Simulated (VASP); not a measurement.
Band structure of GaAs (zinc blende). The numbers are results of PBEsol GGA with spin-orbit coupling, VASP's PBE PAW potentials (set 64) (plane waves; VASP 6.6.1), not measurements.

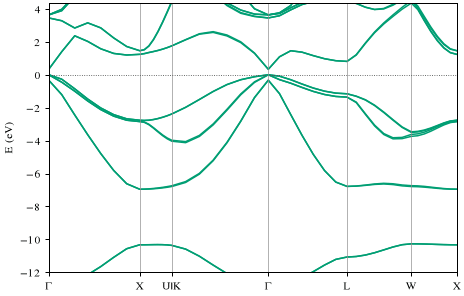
Bands along high-symmetry lines, zero at the valence-band maximum or, without a gap, the Fermi level

Read the plot: is there a gap, and where are the band edges?

The gap is direct, 0.33 eV, from the valence maximum at Γ to the conduction minimum at Γ.

Measured: gap 1.57 eV (computed value off by -1.24 eV), as given by Wei Chen et al., Physical Review Materials (2018), doi:10.1103/physrevmaterials.2.073803 [zero-point renormalisation of 0.05 eV added back (the table's ZPR column)].

The compound is GaAs in the zinc blende structure. It was relaxed first.
